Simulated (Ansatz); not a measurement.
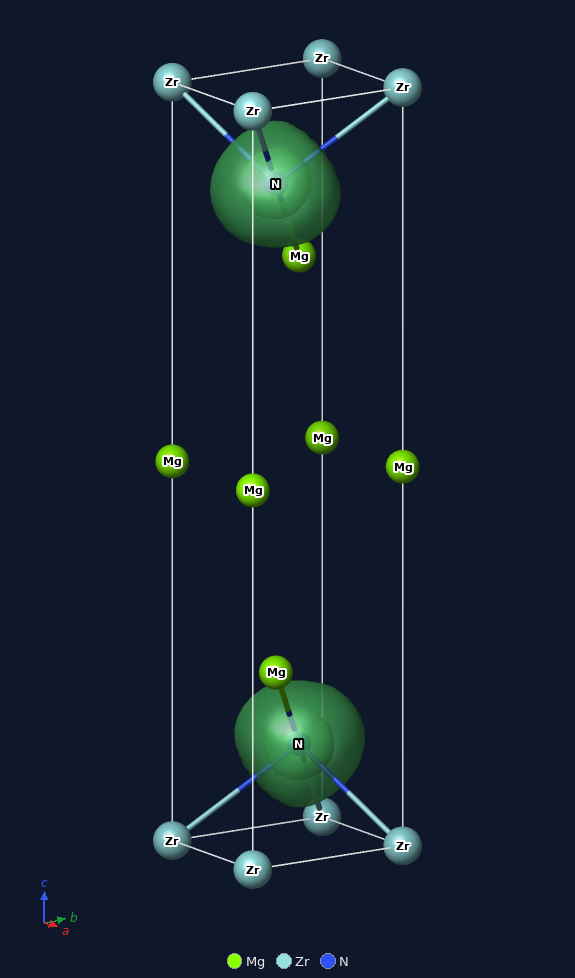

*Mg$_{3}$ZrN$_{2}$. Isosurface of the electron localisation function at 0.75 (green), seen slightly off an axis. Core shells and regions of very low density are left out. Sticks mark near contacts.*

Space group P-3m1; a generated structure, not necessarily the stable one; changed on purpose from its base cell (volume × 1.10, shape and atoms relaxed); computed pressure about −7 GPa in this cell.

Method: Ansatz 0.2.0, DFT PBE, scalar-relativistic, plane waves, PAW.

Q: What do the ELF domains correspond to?

A: The surface consists of two regions wrapped around N (the valence shell of each), counted in one cell of 6 atoms. Any copies at cell faces, edges or corners count once. Profiles from the grid: Mg–N (2.29 Å): the ELF peaks at about 0.85 in the valence shell of N, 0.7 Å from its nucleus, and is about 0.45 at the midpoint. Zr–N (2.30 Å): the ELF peaks at about 0.80 in the valence shell of N, 0.7 Å from its nucleus, and drops to about 0.20 between the two atoms: no localised pair shows between them.
